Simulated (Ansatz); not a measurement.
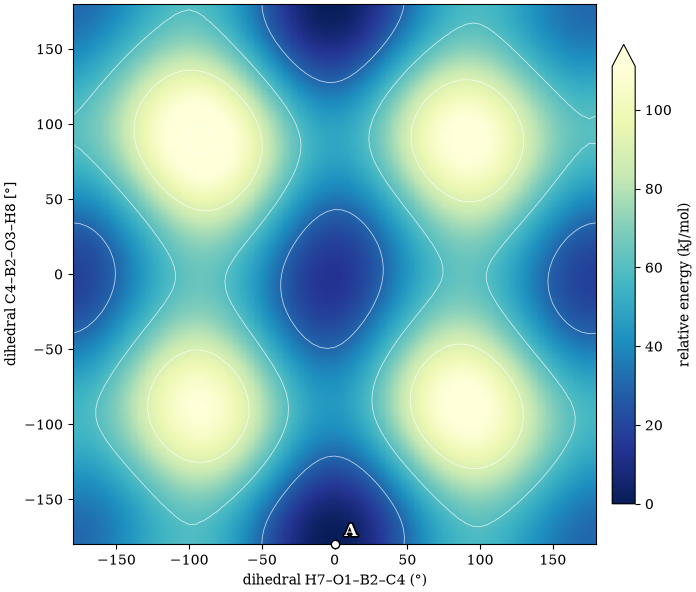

CH3BF2O2, SMILES OB(O)C(F)F. First axis: dihedral H7–O1–B2–C4. Second axis: dihedral C4–B2–O3–H8. Nothing is relaxed (all other coordinates rigid). The scan uses an 18 × 18 grid. Points are written as (first, second). Energies: kJ/mol, counted from the lowest grid point. All numbers below come from RKS PBE-D4/def2-SVP in Ansatz 0.2.0.

Drawn: a smooth colour map with a few white contour lines, one colour for all values above the top of the scale, the point A. Between grid points the surface is interpolated.

> Find the lowest pass out of the well at A.

The easiest path leads from the well at (0°, −180°) to the well at about (0°, −5°), about 13 kJ/mol higher. Its highest point lies about 44 kJ/mol above the bottom of the first well on the interpolated surface, at about (−5°, −90°). Seen from the upper well the barrier is about 31 kJ/mol. The start is the relaxed structure and all else is held, so a fully relaxed path at this level can only be lower.

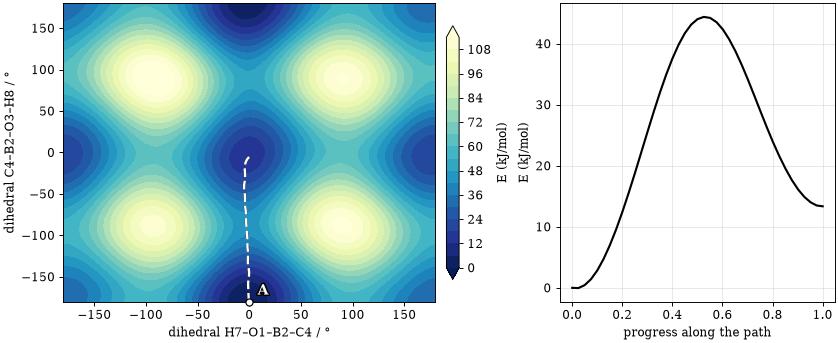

The picture shows filled contours, a line along the lowest path, one colour for all values above the top of the scale, the energy along the path at the right. Between grid points the surface is interpolated.
